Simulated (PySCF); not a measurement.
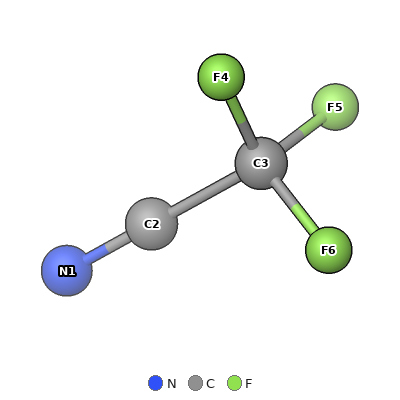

Geometry used (C₂F₃N, SMILES N#CC(F)(F)F).

Kohn-Sham orbital energies near the frontier, PBE0/aug-cc-pVTZ in PySCF, at a PBE0-D3(BJ)/def2-TZVP geometry (no frequency check), isolated molecule; empty levels in grey, levels within 0.03 eV side by side.

**Where do the frontier orbitals lie?**

HOMO at −11.16 eV, LUMO at −0.87 eV, 10.28 eV apart.

**Is the HOMO or the LUMO degenerate, or nearly so?**

The HOMO is one of 2 levels that coincide within 0.005 eV and the LUMO stands alone.

**List the levels with the atoms that carry most of them (a dash for levels above zero or within 0.03 eV of another, where shares mean little).**

| orbital | energy (eV) | Löwdin shares |
| --- | --- | --- |
| LUMO | −0.87 | N1 37 %, C2 32 %, C3 17 % |
| HOMO | −11.16 | – |
| HOMO−1 | −11.16 | – |

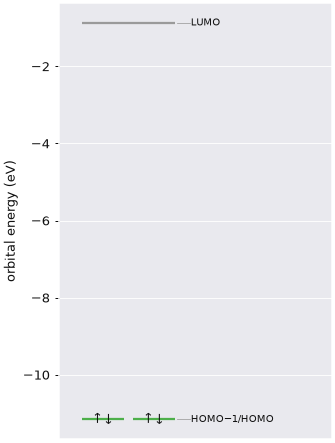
